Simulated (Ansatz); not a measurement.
# AlF2H: what the fields show

```yaml
atoms:
  - { symbol: F, position_ang: [-0.0190, -0.9883, 1.2925] }
  - { symbol: Al, position_ang: [0.0391, 0.0049, -0.0098] }
  - { symbol: F, position_ang: [-1.2121, -0.0408, -1.0672] }
  - { symbol: H, position_ang: [1.2476, 0.9639, -0.2358] }
```

Geometry: PBE0-D4/def2-TZVP.

The calculation used RKS PBE0-D4/def2-TZVPP in Ansatz.

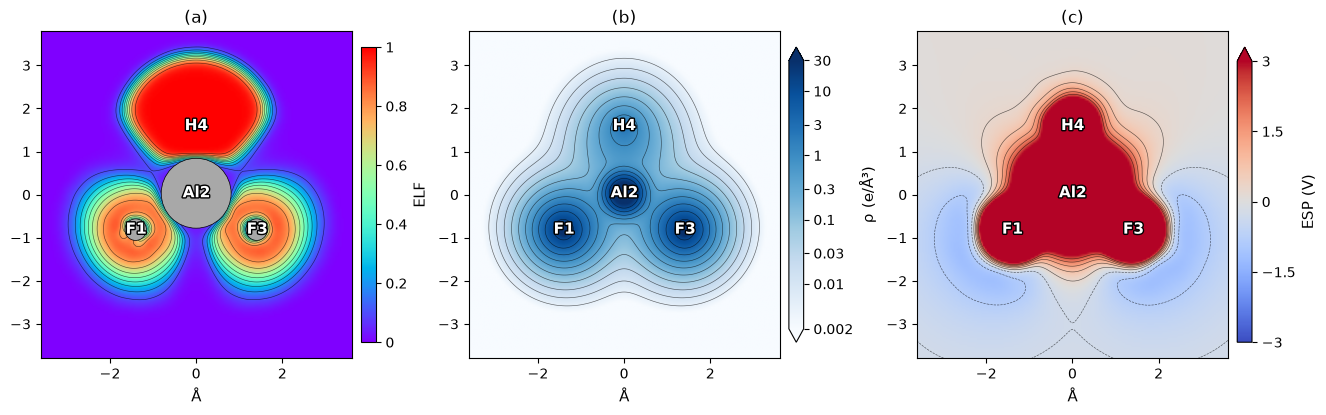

Figure 1. (a) electron localisation function; (b) total electron density; (c) molecular electrostatic potential on the molecular plane. Grey discs cover the atomic cores in the ELF map.

Question: What does the map show?

Answer:
- The section cuts through F, Al and H sites.
- Al–F (1.64 Å): ρ at the midpoint is about 0.94 e/Å³; the ELF peaks at about 0.85 in the valence shell of F, 0.6 Å from its nucleus, and is about 0.35 at the midpoint.
- Al–H (1.56 Å): the density is about 0.6 e/Å³ at the midpoint; the ELF climbs to about 1 towards the hydrogen.
- The ELF also peaks beside F1 and F3, away from the bonds: lone-pair regions.
- Outside the dense part of the molecule the potential is most negative (−1.2 V) near F1 and F3.

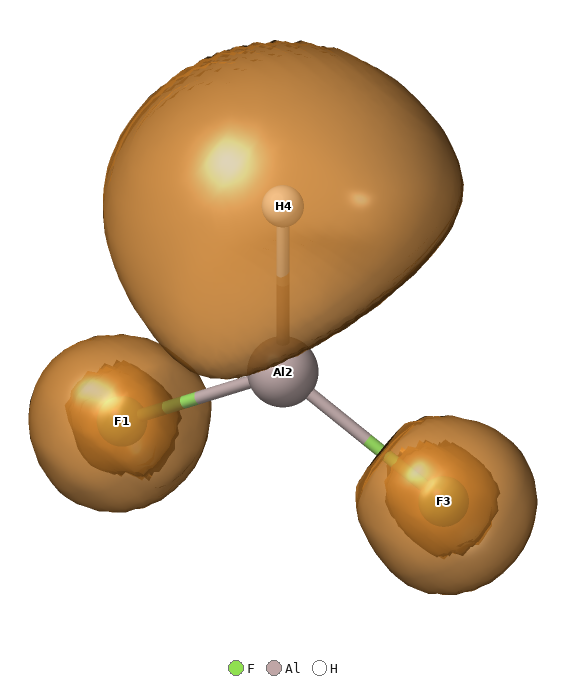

Figure 2. Isosurface of the ELF at 0.8 (orange), seen at an oblique angle. Only the valence region is drawn (cores and ρ < 0.01 e/Å³ removed).

Question: Describe the localisation domains.

Answer: At this value the surface marks out one region around a hydrogen nucleus and two regions wrapped around F (the valence shell of each).

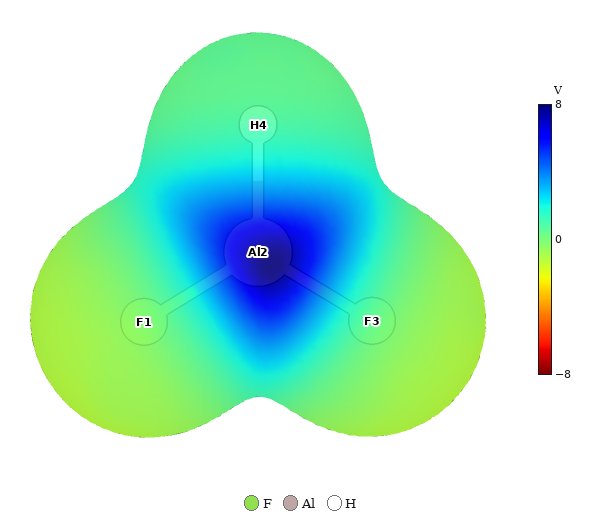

Figure 3. The electrostatic potential painted on the density surface at 0.004 e/bohr³, seen across its widest extent; red is negative and blue positive.

Question: Describe the electrostatic potential map.

Answer: The most negative region (about −1.2 V) lies over F1 and F3, the most positive (about +7.7 V) over Al2.
